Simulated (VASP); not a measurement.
Band structure of Te (space group Pmma). Computed with r2SCAN meta-GGA, VASP's PBE PAW potentials (set 64) (plane waves; VASP).

Unless said otherwise, spin-orbit coupling is left out, though it shifts the bands of the heavy elements here.

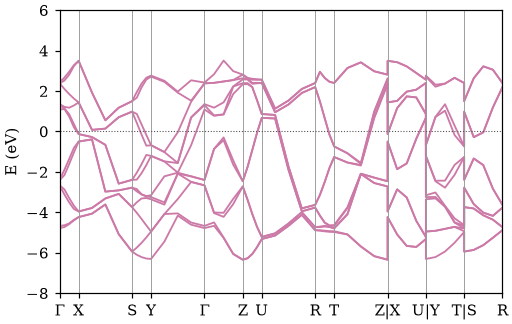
*Bands along high-symmetry lines, zero at the valence-band maximum or, without a gap, the Fermi level*

**Question.** Read the plot: is there a gap, and where are the band edges?

**Answer.** It has no gap at this level: it comes out as a metal or semimetal.

The structure comes from a computed database's Te entry (Pmma); how it stands against other phases isn't given here. It was relaxed first.
